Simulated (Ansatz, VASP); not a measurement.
# Cross-check of C (Diamond) between VASP and Ansatz, part 2 of 2

One calculation is typed for both programs; each brings its own data sets. How far apart do they land? The cell is taken from a series of VASP runs on this material, whose earlier steps may have relaxed, scaled or displaced it; both programs get it as it stands. Valence electrons are named where the data sets of a main pair hold unlike numbers.

VASP 6.6.1 and Ansatz 0.2.0.

So far. Step 4 (Differences): Among the levels compared at these points, filled levels agree within 18 meV and empty ones within 42 meV. Ansatz's pressure holds a Pulay correction of 0.08 GPa; VASP's holds none.

## Step 6: VASP: band structure, LDA

Level of this step: LDA; plane waves and PAW (C) (VASP).

Levels along a path test the potential and the projectors away from the mesh points. The cell compared in this pair holds 11.05 Å³, against 11.34 Å³ for the pair before.

Input file INCAR:

```
SYSTEM = C
PREC = Accurate
ENCUT = 460
EDIFF = 1E-06
NELM = 100
ISMEAR = 0
SIGMA = 0.03
LREAL = .FALSE.
ALGO = Normal
GGA = CA
NBANDS = 16
LORBIT = 11
LWAVE = .FALSE.
LCHARG = .FALSE.
KPAR = 4
LASPH = .TRUE.
```

Input file POSCAR:

```
C
1.0
    0.0000000000      1.7679206154      1.7679206154
    1.7679206154      0.0000000000      1.7679206154
    1.7679206154      1.7679206154      0.0000000000
C
2
Direct
    0.7500000000      0.7500000000      0.7500000000
    0.5000000000      0.5000000000      0.5000000000
```

Input file KPOINTS:

```
Automatic mesh
0
Gamma
10 10 10
0 0 0
```

Input file KPOINTS_OPT:

```
Line mode
10
Line-mode
Reciprocal
  0.00000000   0.00000000   0.00000000 GAMMA
  0.50000000   0.00000000   0.50000000 X

  0.50000000   0.00000000   0.50000000 X
  0.50000000   0.25000000   0.75000000 W

  0.50000000   0.25000000   0.75000000 W
  0.37500000   0.37500000   0.75000000 K

  0.37500000   0.37500000   0.75000000 K
  0.00000000   0.00000000   0.00000000 GAMMA

  0.00000000   0.00000000   0.00000000 GAMMA
  0.50000000   0.50000000   0.50000000 L

  0.50000000   0.50000000   0.50000000 L
  0.62500000   0.25000000   0.62500000 U

  0.62500000   0.25000000   0.62500000 U
  0.50000000   0.25000000   0.75000000 W

  0.50000000   0.25000000   0.75000000 W
  0.50000000   0.50000000   0.50000000 L

  0.50000000   0.50000000   0.50000000 L
  0.37500000   0.37500000   0.75000000 K

  0.62500000   0.25000000   0.62500000 U
  0.50000000   0.00000000   0.50000000 X
```

Potentials, in the order of the species: C (LDA family, release 64).

Command:

```console
> mpirun -np 4 vasp_std
```

Numbers of over 12 decimals in the logs are rounded to 6 here.

The program printed:

```text
[banner, memory and clock lines left out]
running    4 mpi-ranks, on    1 nodes
[...]
LDA part: xc-table for (Slater(with rela. corr.)+CA(PZ))
 , standard interpolation
 POSCAR, INCAR and KPOINTS ok, starting setup
[...]
entering main loop
       N       E                     dE             d eps       ncg     rms          rms(c)
DAV:   1     0.561183665501E+00    0.56118E+00   -0.40687E+03  1584   0.436E+02
DAV:   2    -0.208406204188E+02   -0.21402E+02   -0.20755E+02  2008   0.108E+02
DAV:   3    -0.211078164601E+02   -0.26720E+00   -0.26713E+00  1680   0.915E+00
DAV:   4    -0.211080093771E+02   -0.19292E-03   -0.19292E-03  2008   0.318E-01
[...]
DAV:   9    -0.202481853846E+02    0.53209E-04   -0.60098E-05  1904   0.472E-02    0.245E-02
DAV:  10    -0.202481875083E+02   -0.21236E-05   -0.41316E-06  1848   0.127E-02    0.543E-03
DAV:  11    -0.202481873462E+02    0.16209E-06   -0.23928E-07  1080   0.280E-03
   1 F= -.20248187E+02 E0= -.20248187E+02  d E =-.331136E-12
 Start KPOINTS_OPT (optional k-point list driver)
k-point batch [1-47\100]
       N       E                     dE             ncg
DAV:   1     0.156027048934E+04   -0.12456E+05     1544
DAV:   2     0.572178692047E+03   -0.98809E+03     1944
DAV:   3     0.559355198325E+03   -0.12823E+02     1752
DAV:   4     0.559346609958E+03   -0.85884E-02     1904
DAV:   5     0.559346602947E+03   -0.70116E-05     1744
DAV:   6     0.559346602938E+03   -0.85201E-08     1552
[...]
k-point batch [95-100\100]
       N       E                     dE             ncg
DAV:   1     0.174821906477E+05   -0.25438E+04      192
DAV:   2     0.173635417828E+05   -0.11865E+03      272
DAV:   3     0.173619809533E+05   -0.15608E+01      224
DAV:   4     0.173619800461E+05   -0.90724E-03      264
DAV:   5     0.173619800455E+05   -0.61099E-06      216
```

Parts of OUTCAR (step 6):

```text
  Total       -0.0177711     -0.0177711     -0.0177711      0.0000000      0.0000000      0.0000000
  in kB       -2.5763542     -2.5763542     -2.5763542      0.0000000      0.0000000      0.0000000
  external PRESSURE =      -2.5763542 kB  Pullay stress =       0.0000000 kB

 POSITION                                       TOTAL-FORCE (eV/Angst)
 -----------------------------------------------------------------------------------
      2.65188      2.65188      2.65188        -0.000000     -0.000000     -0.000000
      1.76792      1.76792      1.76792         0.000000      0.000000      0.000000
 -----------------------------------------------------------------------------------
    total drift:                                0.000000     -0.000000      0.000000

  FREE ENERGIE OF THE ION-ELECTRON SYSTEM (eV)
  ---------------------------------------------------
  free  energy   TOTEN  =       -20.2481873462 eV

  energy  without entropy=      -20.2481873462  energy(sigma->0) =      -20.24818735

[... 1 part as in an earlier step ...]

[... 2 further parts left out ...]
[key lines of the parts left out:]
E-fermi :  10.2392
```

The run ends at a pressure of -0.26 GPa.

## Step 7: Ansatz: band structure, LDA

The same cell, functional (in two slightly different forms), mesh and smearing now go to Ansatz, which takes its cutoff from its data sets.

The cell is taken from a series of VASP runs on this material, whose earlier steps may have relaxed, scaled or displaced it; both programs get it as it stands.

Input file input.yaml:

```yaml
crystal:
  lattice:
    - [0.0, 1.7679206154, 1.7679206154]
    - [1.7679206154, 0.0, 1.7679206154]
    - [1.7679206154, 1.7679206154, 0.0]
  atoms:
    - { symbol: C, position: [0.75, 0.75, 0.75] }
    - { symbol: C, position: [0.5, 0.5, 0.5] }
hamiltonian:
  xc: lda
  pseudopotentials: { kind: paw }
kpoints:
  mp_grid: { grid: [10, 10, 10] }
  band_path:
    path:
      - [0.0, 0.0, 0.0]
      - [0.16667, 0.0, 0.16667]
      - [0.33333, 0.0, 0.33333]
      - [0.38889, 0.0, 0.38889]
      - [0.5, 0.0, 0.5]
      - [0.5, 0.08333, 0.58333]
      - [0.5, 0.19444, 0.69444]
      - [0.5, 0.25, 0.75]
      - [0.45833, 0.29167, 0.75]
      - [0.40278, 0.34722, 0.75]
      - [0.375, 0.375, 0.75]
      - [0.20833, 0.20833, 0.41667]
      - [0.08333, 0.08333, 0.16667]
      - [0.0, 0.0, 0.0]
      - [0.22222, 0.22222, 0.22222]
      - [0.38889, 0.38889, 0.38889]
      - [0.51389, 0.47222, 0.51389]
      - [0.55556, 0.38889, 0.55556]
      - [0.61111, 0.27778, 0.61111]
      - [0.61111, 0.25, 0.63889]
      - [0.56944, 0.25, 0.68056]
      - [0.51389, 0.25, 0.73611]
      - [0.5, 0.27778, 0.72222]
      - [0.5, 0.38889, 0.61111]
      - [0.5, 0.47222, 0.52778]
      - [0.48611, 0.48611, 0.52778]
      - [0.43056, 0.43056, 0.63889]
      - [0.38889, 0.38889, 0.72222]
      - [0.59722, 0.19444, 0.59722]
      - [0.55556, 0.11111, 0.55556]
      - [0.5, 0.0, 0.5]
    npoints: 1
scf:
  occupations: { method: gaussian, width: 0.03 }
  n_extra_bands: 7
output:
  forces: true
  stress: true
  eigenvalues: true
  write_density: true
  write_potential: true
  elf: true
  volumetric_format: npy
```

Command:

```console
> ansatz run input.yaml --threads 2 --pin off --max-ram 4608MiB --backend cpu --events-out ev --progress --plain --runs-dir out
```

The program printed:

```text
[...]
Crystal: 2 atoms, lattice volume = 11.051 Å³
Basis set: ecut = 420 eV, 181 PW (Γ)
Bands: 11, of which v1, the nominal top of the filled ones, is band 4 counted from 1 (3 counted from 0)
Symmetry: 48 space group operations
[...]
k-points: 47 of 1000
[...]
--- Band table (eV; the first three rows and the last of 47) ---
  k-point 0: bands = [-8.1426, 13.5393, 13.5393, 13.5393, 19.1530, 19.1530, 19.1530, 27.6318, ... 3 higher]
  k-point 1: bands = [-7.8614, 11.8405, 13.0756, 13.0756, 19.7495, 19.7495, 20.1409, 27.7931, ... 3 higher]
  k-point 2: bands = [-7.0220, 8.6027, 12.1780, 12.1780, 20.8982, 20.8982, 21.4762, 28.2352, ... 3 higher]
  k-point 46: bands = [1.4915, 1.4915, 5.1610, 5.1610, 22.9406, 22.9406, 27.2752, 27.2752, ... 3 higher]
[key lines of the parts left out:]
SCF converged after 6 iterations
Free energy (F): -485.985148 eV
Fermi energy:    15.638366 eV
P = ⅓ Tr σ = -1.6015 GPa (-16.015 kbar)
```

Run time: 0.88 s. Hardware: 2 threads of Arm Neoverse N1, shared host; peak memory 0.24 GiB; 1.2 s of CPU time.

## Step 8: Comparison

What differs besides the data sets and the points named for the pairs above, as far as they apply: the two LDA forms differ slightly; the cutoff is 420 eV in Ansatz and 460 eV in VASP; VASP's log shows a relativistic correction to its local exchange, Ansatz's none. Total energies have different zeros and are not compared.

Both answers:

| quantity | Ansatz | VASP | difference |
| --- | --- | --- | --- |
| pressure (GPa) | -1.60 | -0.26 | -1.34 |
| pressure without Ansatz's Pulay correction (GPa) | -2.91 | -0.26 | -2.66 |
| gap over the path points (eV) | 4.179 | 4.177 | +0.002 |

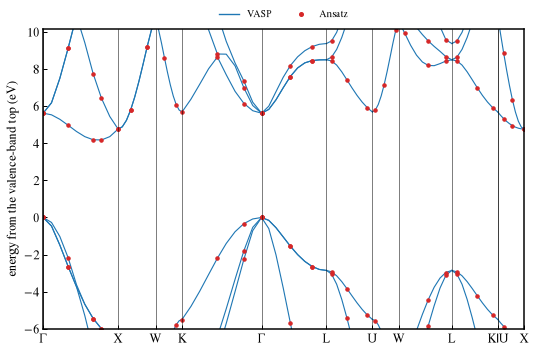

Bands from VASP (lines) and levels from Ansatz (dots). Dots without a line are higher empty bands that the VASP plot leaves out.

Levels at points of the path, from each program's valence-band top (eV; 3 filled, then empty):

| k (reciprocal lattice) | Ansatz | VASP |
| --- | --- | --- |
| 0.000 0.000 0.000 | 0.00 0.00 0.00 5.61 5.61 5.61 | 0.00 0.00 0.00 5.62 5.62 5.62 |
| 0.167 0.000 0.167 | -2.65 -2.65 -2.19 4.96 9.11 9.11 | -2.64 -2.64 -2.17 4.97 9.13 9.13 |
| 0.333 0.000 0.333 | -7.12 -5.45 -5.45 4.19 7.75 14.20 | -7.11 -5.44 -5.44 4.19 7.75 14.23 |
| 0.389 0.000 0.389 | -9.03 -6.01 -6.01 4.18 6.43 15.61 | -9.02 -6.00 -6.00 4.18 6.43 15.65 |
| 0.500 0.000 0.500 | -12.81 -6.46 -6.46 4.77 4.77 17.00 | -12.79 -6.45 -6.45 4.76 4.76 17.04 |
| 0.500 0.083 0.583 | -12.64 -7.00 -7.00 5.79 5.79 16.49 | -12.62 -6.99 -6.99 5.79 5.79 16.53 |
| 0.500 0.194 0.694 | -12.07 -8.33 -8.33 9.21 9.21 13.91 | -12.06 -8.32 -8.32 9.22 9.22 13.94 |
| 0.500 0.250 0.750 | -11.93 -8.59 -8.59 10.56 10.56 12.65 | -11.91 -8.59 -8.59 10.57 10.57 12.68 |
| 0.458 0.292 0.750 | -11.66 -9.15 -7.48 8.61 10.87 13.21 | -11.64 -9.14 -7.47 8.62 10.88 13.25 |
| 0.403 0.347 0.750 | -11.75 -9.57 -5.80 6.08 10.85 14.31 | -11.73 -9.56 -5.78 6.08 10.87 14.35 |

Among the levels compared at these points, filled levels agree within 16 meV and empty ones within 45 meV. Ansatz's pressure holds a Pulay correction of 1.31 GPa; VASP's holds none.

## Step 9: What the set-up changes

Further runs change the set-up of one program: Ansatz's method, potentials or start, or VASP's data sets, cutoff or form of LDA. The table gives Ansatz less VASP for each quantity, since a change that brings one quantity closer may part another.

| run | pressure (GPa) | gap over the path points (eV) | pressure without Ansatz's Pulay correction (GPa) |
| --- | --- | --- | --- |
| as above | -1.3 | 0.0015 | -2.7 |
| cores kept as stored | -0.73 | -0.0014 | -2.1 |
| Ansatz's all-electron LAPW method | -1.2 | 0.0047 |  |
| Ansatz's larger PAW set (cutoff 800 eV) | -1.1 | 0.0046 | -1.3 |
| norm-conserving potentials (cutoff 1116 eV) | 0.99 | 0.045 | 0.77 |

## Step 10: VASP: single point, LDA

With cell and atoms fixed, the geometry can't cause a difference; cores, projectors, grids and the points listed under the comparison can. The cell compared in this pair holds 11.34 Å³, against 11.05 Å³ for the pair before.

Input file INCAR:

```
SYSTEM = C
PREC = Accurate
ENCUT = 440
EDIFF = 1E-08
NELM = 100
ISMEAR = 0
SIGMA = 0.01
LREAL = .FALSE.
ALGO = Normal
GGA = CA
NBANDS = 10
LORBIT = 11
LWAVE = .TRUE.
LCHARG = .FALSE.
KPAR = 4
```

Input file POSCAR:

```
C
1.0
    0.0000000000      1.7833700000      1.7833700000
    1.7833700000      0.0000000000      1.7833700000
    1.7833700000      1.7833700000      0.0000000000
C
2
Direct
    0.7500000000      0.7500000000      0.7500000000
    0.5000000000      0.5000000000      0.5000000000
```

Input file KPOINTS:

```
Automatic mesh
0
Gamma
5 5 5
0 0 0
```

PAW data sets: C_GW (LDA family, release 64).

Command:

```console
> mpirun -np 4 vasp_std
```

The program printed:

```text
[... set-up lines as in an earlier step ...]
 entering main loop
       N       E                     dE             d eps       ncg     rms          rms(c)
DAV:   1     0.114338590278E+02    0.11434E+02   -0.43455E+03   200   0.694E+02
DAV:   2    -0.204503429309E+02   -0.31884E+02   -0.30688E+02   272   0.200E+02
DAV:   3    -0.210187903650E+02   -0.56845E+00   -0.56667E+00   230   0.214E+01
DAV:   4    -0.210206240871E+02   -0.18337E-02   -0.18333E-02   246   0.150E+00
[...]
DAV:  11    -0.201902291720E+02    0.12129E-07   -0.48417E-08   246   0.281E-03    0.132E-04
DAV:  12    -0.201902291861E+02   -0.14040E-07   -0.45700E-10   124   0.233E-04    0.346E-05
DAV:  13    -0.201902291869E+02   -0.88329E-09   -0.27580E-11   118   0.553E-05
   1 F= -.20190229E+02 E0= -.20190229E+02  d E =-.237138E-19
 writing wavefunctions
```

From OUTCAR (step 10):

```text
  Total       -1.2916346     -1.2916346     -1.2916346      0.0000000     -0.0000000     -0.0000000
  in kB     -182.4298409   -182.4298409   -182.4298409      0.0000000     -0.0000000     -0.0000000
  external PRESSURE =    -182.4298409 kB  Pullay stress =       0.0000000 kB

 POSITION                                       TOTAL-FORCE (eV/Angst)
 -----------------------------------------------------------------------------------
      2.67505      2.67505      2.67505         0.000000      0.000000      0.000000
      1.78337      1.78337      1.78337        -0.000000     -0.000000     -0.000000
 -----------------------------------------------------------------------------------
    total drift:                                0.000000     -0.000000      0.000000

  FREE ENERGIE OF THE ION-ELECTRON SYSTEM (eV)
  ---------------------------------------------------
  free  energy   TOTEN  =       -20.1902291869 eV

  energy  without entropy=      -20.1902291869  energy(sigma->0) =      -20.19022919

[... 3 further parts left out ...]
[key lines of the parts left out:]
E-fermi :   9.8293
```

The run ends at a pressure of -18.24 GPa.

## Step 11: Ansatz: single point, LDA

The same cell, functional (in two slightly different forms), mesh and smearing now go to Ansatz, which takes its cutoff from its data sets.

The cell is taken from a series of VASP runs on this material, whose earlier steps may have relaxed, scaled or displaced it; both programs get it as it stands.

input.yaml, the sections that differ from step 7:

```yaml
crystal:
  lattice:
    - [0.0, 1.78337, 1.78337]
    - [1.78337, 0.0, 1.78337]
    - [1.78337, 1.78337, 0.0]
  atoms:
    - { symbol: C, position: [0.75, 0.75, 0.75] }
    - { symbol: C, position: [0.5, 0.5, 0.5] }
kpoints:
  mp_grid: { grid: [5, 5, 5] }
scf:
  occupations: { method: gaussian, width: 0.01 }
  n_extra_bands: 4
# hamiltonian, output: as in step 7
```

Command:

```console
> ansatz run input.yaml --threads 2 --pin off --max-ram 4608MiB --backend cpu --events-out ev --progress --plain --runs-dir out
```

The program printed:

```text
[...]
Crystal: 2 atoms, lattice volume = 11.344 Å³
Basis set: ecut = 420 eV, 229 PW (Γ)
Bands: 8, of which v1, the nominal top of the filled ones, is band 4 counted from 1 (3 counted from 0)
Symmetry: 48 space group operations
[...]
k-points: 10 of 125
[...]
SCF iter   1: F=—  HF=-485.938633 eV  |F-HF|=—  |Δ(HF+E_count)|=         —  Δρ=7.11e-3  dr2=1.81e-3  ethr=1.77e-3  ⟨swp⟩=5.0  Hψ=518  notcnv=0
[...]
SCF iter   6: F=-485.938099 eV  HF=-485.938099 eV  |F-HF|=4.55e-13  |Δ(HF+E_count)|=   1.88e-9  Δρ=2.44e-7  dr2=2.03e-12  ethr=6.66e-11  ⟨swp⟩=3.8  Hψ=351  notcnv=0
SCF 1 converged in 6 iterations: F = -485.938099 eV  dr2 = 2.03e-12
[...]
SCF converged after 6 iterations
Free energy (F): -485.938099 eV
[...]
Internal energy: -485.938099 eV  (E = F + TS)
E sigma→0 (E₀):  -485.938099 eV
Fermi energy:    15.139629 eV
[...]
--- Stress (GPa, compression-positive) ---
      -12.893909      -0.000000       0.000000
        0.000000     -12.893909      -0.000000
       -0.000000       0.000000     -12.893909
  P = ⅓ Tr σ = -12.8939 GPa (-128.939 kbar)
--- Band table (eV; the first three rows and the last of 10) ---
[...]
```

It took 0.5 s on 2 threads; peak memory 0.23 GiB; 0.5 s of CPU time.

The run ends at a pressure of -12.89 GPa.

## Step 12: Side by side

What differs besides the data sets and the points named for the pairs above, as far as they apply: the cutoff is 420 eV in Ansatz and 440 eV in VASP. Total energies have different zeros and are not compared.

Both answers:

| quantity | Ansatz | VASP | difference |
| --- | --- | --- | --- |
| gap on the k mesh (eV) | 4.134 | 4.131 | +0.003 |

Not compared: the pressure (VASP's GW data sets at this cutoff don't carry it). A gap on the mesh is an upper bound, since the band edges may lie between its points.

## Step 13: What the set-up changes

Further runs change the set-up of one program: Ansatz's method, potentials or start, or VASP's data sets, cutoff or form of LDA. The table gives that difference for each run.

| run | gap on the k mesh (eV) |
| --- | --- |
| as above | 0.0034 |
| cores kept as stored | 8.7e-4 |
| Ansatz's all-electron LAPW method | 0.0027 |
| Ansatz's larger PAW set (cutoff 800 eV) | 0.0025 |
| norm-conserving potentials (cutoff 1116 eV) | 0.041 |

## Step 14: Outcome

```yaml
difference_in_pressure_band_structure_r2scan: -1.0 GPa
difference_in_pressure_band_structure_lda: -1.3 GPa
difference_in_gap_on_the_k_mesh_single_point_lda: 0.0034 eV
```

What this shows: The difference in pressure is -1.3 GPa (band structure, LDA), beyond the 1 GPa picked in this series as the mark of a large difference. VASP's data sets differ among the pairs, so a change from pair to pair isn't the functional's or the coupling's alone. Band structure, r2SCAN, cores kept as stored: the difference in pressure goes from -1.0 to -1.3 GPa; the difference in pressure without Ansatz's Pulay correction goes from -1.1 to -1.4 GPa. Band structure, r2SCAN, Ansatz's larger PAW set (cutoff 800 eV): the difference in pressure without Ansatz's Pulay correction goes from -1.1 to -1.5 GPa. Band structure, r2SCAN, norm-conserving potentials (cutoff 1200 eV): the difference in gap over the path points goes from 0.029 to 0.037 eV. Band structure, LDA, cores kept as stored: the difference in pressure goes from -1.3 to -0.73 GPa; the difference in gap over the path points goes from 0.0015 to -0.0014 eV. 3 further runs of this series are not shown here. How closely two codes agree says nothing of how well the functional describes the real material.

[Lines on the potential files, build, host, timing and source positions are cut from VASP's logs without a mark.]

[Logs are printed without paths, hosts, clocks, repeated set-up lines and the standing remarks that a program may print on its own settings, such as how far it seeks lower states.]

[Hosts, paths, dates, database ids (printed as entryN), source tags and the programs' standing remarks are cut or masked in the printed files.]
